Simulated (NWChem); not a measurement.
# N2H4 (hydrazine): HF/6-31G

What is the electronic atomisation energy of N2H4 (hydrazine) at HF/6-31G? 

The calculation is run with NWChem 7.3.0.

2 further runs of the same task are left out: 1 that didn't finish, 1 set aside as unsound or not needed.

## (1) Starting point

N2H4 has 6 atoms, charge 0, and is taken as a singlet. As SMILES, `NN`. Geometry: relaxed at PBE0-D4/def2-TZVP. This is one conformer, not always the lowest.

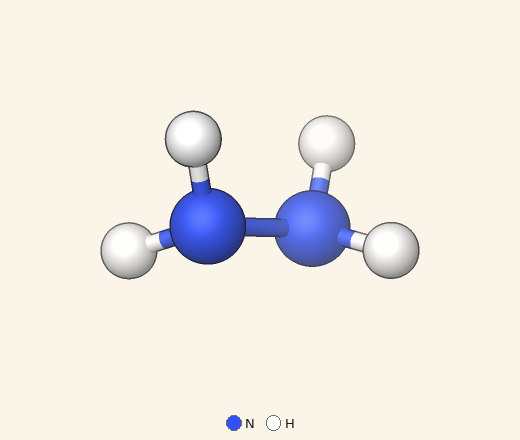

Viewed from a chosen angle; nitrogen blue, hydrogen white.

## (2) A single-point energy at HF/6-31G

Input file mymol.nw:

```
start mymol
title "H4N2 hf"
memory total 2200 mb

geometry units au noautosym nocenter noautoz
  N   -0.25530200  -1.32602082   0.37019735
  N    0.84527450   1.10322211   0.16988638
  H   -2.03372326  -1.39386199  -0.34109557
  H    0.82902285  -2.55528767  -0.60981462
  H    0.19634254   2.08758045  -1.34113863
  H    0.41857434   2.08417894   1.75196509
end

basis spherical bse
  * library 6-31G
end

scf
  thresh 1e-08
  maxiter 80
  print low
end

task scf
```

Started as:

```
$ nwchem mymol.nw > mymol.out
```

What it wrote:

```text
[...]
  functions       =    26
[...]
  wavefunction    = RHF
[...]
         Total SCF energy =   -111.119258737577
      One-electron energy =   -233.536851696232
      Two-electron energy =     80.583881947546
 Nuclear repulsion energy =     41.833711011109
        Time for solution =      0.4s
 Task  times  cpu:        0.4s     wall:        0.4s
[...]
```

Run time: 1 s. Hardware: 1 thread of Intel Xeon Platinum 8488C (Sapphire Rapids), shared host; peak memory 0.097 GiB.

## (3) The H atom

Input file calc.nw:

```
echo
start calc
title "H energy"
memory 2200 mb

geometry noautosym nocenter noautoz
  H        0.000000       0.000000       0.000000
end

basis spherical bse
  H library 6-31G
end

scf
  nopen 1
  uhf
  thresh 1e-08
  maxiter 80
  noprint "final vectors analysis"
end

task scf energy
```

Run the same way, it converges to -0.49823 Eh (log not shown).

## (4) The N atom, same level

Input file mymol.nw:

```
start mymol
title "N"
memory 2200 mb
geometry units angstroms noautosym nocenter noautoz
N      0.000000     0.000000     0.000000
end
basis spherical bse
N library 6-31G
end
scf
quartet
uhf
thresh 1e-08
maxiter 80
noprint "final vectors analysis"
end
task scf
```

Started as:

```
$ nwchem mymol.nw > mymol.out
```

What it wrote:

```text
[...]
  functions       =     9
[...]
  wavefunction    = UHF
[...]
         Total SCF energy =    -54.385007692558
      One electron energy =    -73.921040886625
      Two electron energy =     19.536033194066
 Nuclear repulsion energy =      0.000000000000
                       Sz =      1.5000
                 Sz(Sz+1) =      3.7500
                      S^2 =      3.7546
[...]
```

It took 0.66 s on 1 thread of Intel Xeon Platinum 8488C (Sapphire Rapids), shared host; peak memory 0.099 GiB.

## (5) Results

At HF/6-31G:

```
                     quantity          value
       molecule: total energy  -111.11926 Eh
         H atom: total energy    -0.49823 Eh
        H atom: dipole moment         0.00 D
                 H atom: ⟨S²⟩          0.750
         N atom: total energy   -54.38501 Eh
        N atom: dipole moment         0.00 D
                 N atom: ⟨S²⟩          3.755
electronic atomisation energy       9.696 eV
```

What this shows: Taking the molecule apart into free atoms costs 9.70 eV (935 kJ/mol), before zero-point energy and without spin-orbit coupling. Hartree–Fock lacks the correlation of the bonding pairs, which as a rule makes this value much too low; in minimal bases other errors can mask that. The basis has no polarisation functions, which makes bonds too weak.
